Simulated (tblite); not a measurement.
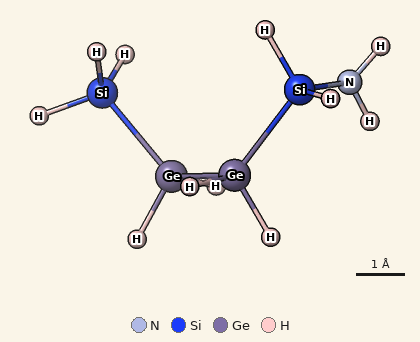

**Figure 1.** The structure (ball-and-stick view, seen at a tilt). Sticks mark near contacts. Bond lengths as drawn: Ge–Ge 2.41 Å, Ge–H 1.52 Å, Ge–Si 2.34 Å, H–N 1.01 Å, H–Si 1.46 to 1.47 Å and N–Si 1.72 Å.

## Run report: Ge₂Si₂NH₁₁, frequency calculation

System: Ge₂Si₂NH₁₁.
Method: GFN2-xTB harmonic vibrations, gas phase (tblite 0.8.0).

It belongs to a series of runs on one base structure; here: constitutional isomer.

Input
```
{"job": {"kind": "ir", "xc": "GFN2-xTB", "basis": "xTB"}, "charge": 0, "multiplicity": 1}
N      2.668057     0.768369     0.496298
Si     2.199820    -0.751637    -0.162142
Ge     0.291186    -0.306354    -1.438285
Ge    -1.659346     0.701174    -0.456011
Si    -2.646048    -0.261736     1.439332
H      2.681009     1.573956    -0.109337
H      3.450960     0.808479     1.128632
H      3.224016    -1.437110    -0.968894
H      1.914917    -1.590253     1.004810
H     -0.175100    -1.595154    -2.094962
H      0.629126     0.488445    -2.691013
H     -2.686783     0.897576    -1.561015
H     -1.318446     2.159017    -0.189132
H     -2.068874    -1.584205     1.698756
H     -4.089758    -0.426929     1.265941
H     -2.422336     0.565305     2.625610
```

The first line tells a small driver script what to run in tblite; the rest is the geometry in Å.

Launched with:
```bash
OMP_NUM_THREADS=1 python <driver script> task.json out
```

Log
```
mode    cm-1     km/mol
  1     -33.4      0.01
  2     -17.0      1.27
  3      11.1      0.50
  4      45.9      0.44
  5      75.3      2.43
  6     145.2      0.99
  7     223.4     21.99
  8     228.1      8.70
  9     244.5     17.75
 10     275.1      3.01
 11     361.7     10.99
 12     374.9      0.71
 13     439.6      5.01
 14     444.8     22.08
 15     463.0     31.21
 16     523.7     81.84
 17     556.2    423.01
 18     572.9     55.96
 19     594.9    954.33
 20     609.1     44.57
 21     680.0    145.51
 22     691.3    132.23
 23     785.7    332.42
 24     792.0    115.44
 25     793.1    172.88
 26     805.6    133.62
 27     830.5    401.70
 28     883.7    225.66
 29     893.9    189.93
 30     898.1    124.82
 31    1522.7     53.38
 32    1796.2    511.27
 33    1808.3    263.98
 34    1868.8    333.74
 35    1884.7    996.85
 36    2147.9    429.92
 37    2223.1     85.53
 38    2230.2    440.25
 39    2246.8    229.46
 40    2251.4    382.73
 41    3461.6      2.85
 42    3497.0      4.01
```

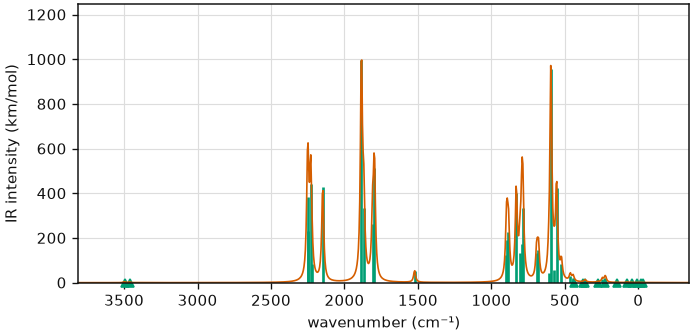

**Figure 2.** Harmonic infrared spectrum, unscaled: sticks (degenerate modes added up, dark ones marked on the axis) with a Lorentzian envelope of 16 cm⁻¹ full width, scaled to the tallest stick; imaginary modes are drawn at negative wavenumbers. 42 modes from 33i to 3497 cm⁻¹, 2 imaginary beyond 8i (33i, 17i cm⁻¹): not a minimum. The strongest line is at 1885 cm⁻¹ (997 km/mol).

Results in brief

```json
{"quantity": "outcome", "value": "converged"}
{"quantity": "total energy", "value": "−431.7608 eV"}
{"quantity": "zero-point energy", "value": "58.8720 kcal/mol"}
{"quantity": "hardware", "value": "1 CPU thread, shared host"}
{"quantity": "wall time", "value": "1.1 s"}
{"quantity": "peak memory", "value": "0.18 GiB"}
```
